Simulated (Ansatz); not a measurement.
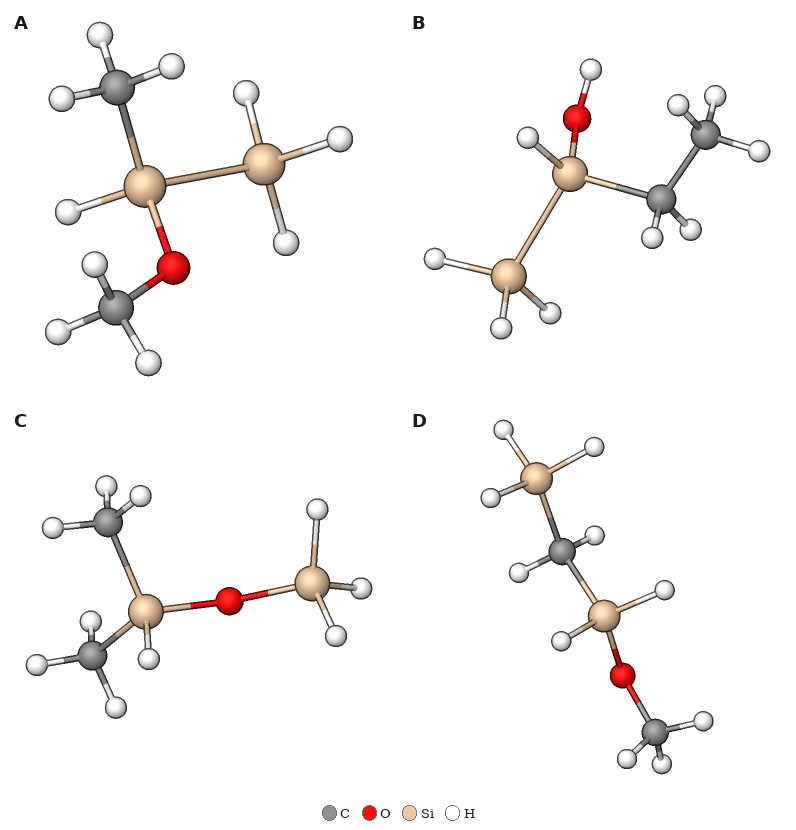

(Drawn from a calculation with Ansatz.)

Match each picture to its SMILES.
(1) CO[SiH2]C[SiH3]
(2) CC[Si@@H](O)[SiH3]
(3) C[SiH](C)O[SiH3]
(4) CO[Si@@H](C)[SiH3]

A is (4), B is (2), C is (3), D is (1).
